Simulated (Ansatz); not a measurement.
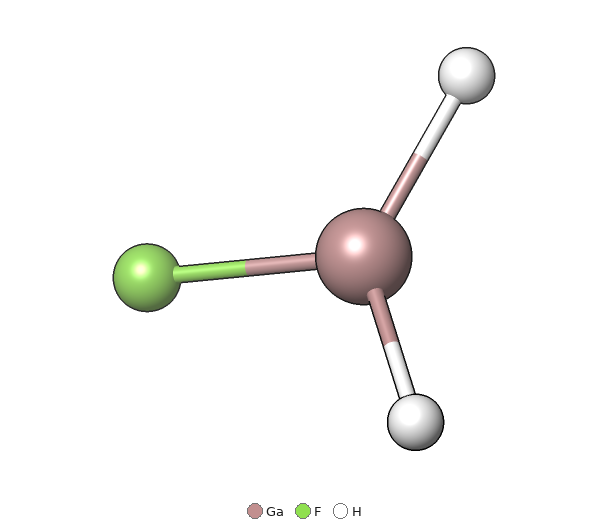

The picture shows a molecular structure as a ball-and-stick model.

Computed geometry: PBE0-D4/def2-TZVP optimisation.

Description:

The molecule is FGaH₂. This geometry has C2v symmetry. All atoms lie on one plane. Coordination: 1 Ga trigonal planar.

More results for the same structure follow; atom numbers are the same in all pictures, views and colours differ.

## Thermal motion

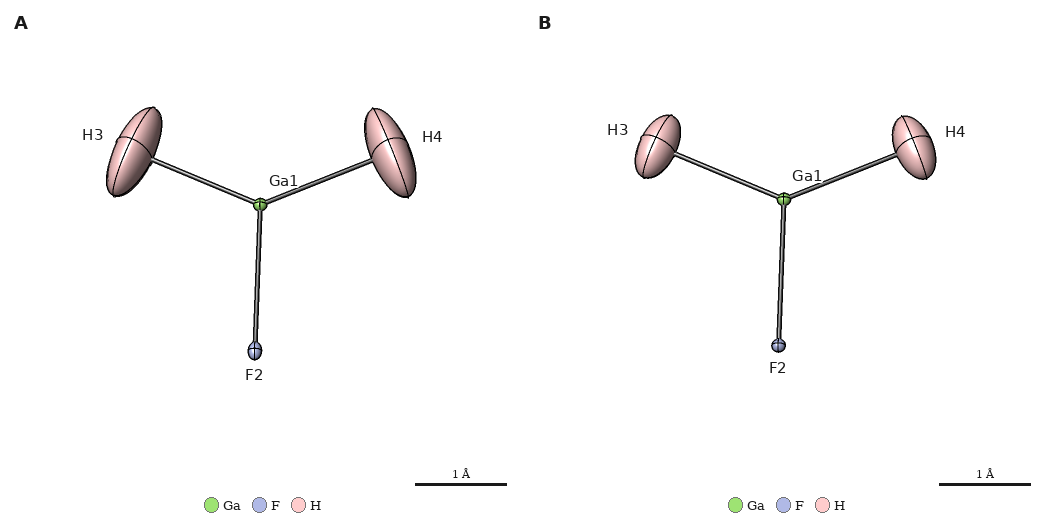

Displacement ellipsoids at the 50 % level, scaled by 1.5, from the internal vibrations of the free molecule (harmonic, no overall translation or rotation; no half-axis is drawn under 0.075 Å). Vibrations computed with RKS PBE0-D4/def2-TZVP (Ansatz 0.2.0). One panel is for 298 K, the other for 900 K.

**Which panel is for 900 K?**

A.

**How much does the mean-square displacement of H4 grow, and why?**

U_eq goes from 0.0168 to 0.0310 Å², a factor of 1.8. Modes below kT (626 cm⁻¹ at 900 K) grow about in proportion to T, and the lowest lies at 520 cm⁻¹; the mean-square amplitude of a mode is its zero-point value times coth(ħω/2kT), which comes close to 1 only above about 3kT.

## Vibrations

Harmonic vibrations computed with RKS PBE0-D4/def2-TZVP (Ansatz 0.2.0) at a stationary point of the same level.

**List the wavenumbers.**

6 modes: 520, 634, 665, 733, 2024, 2034 cm⁻¹.

## Dipole moment

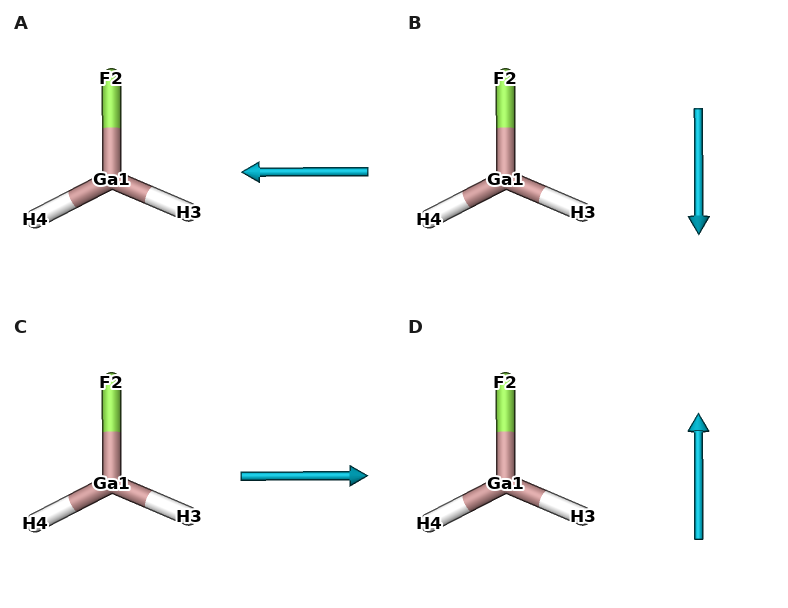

The same molecule four times, each with an arrow. Method: RKS PBE0-D4/def2-TZVP (Ansatz 0.2.0).

**Which arrow points along the dipole moment, from the negative to the positive end?**

B. The dipole moment is 2.23 D; it points from the side of F2 to the side of H3, H4 (the outermost atoms at the two ends).
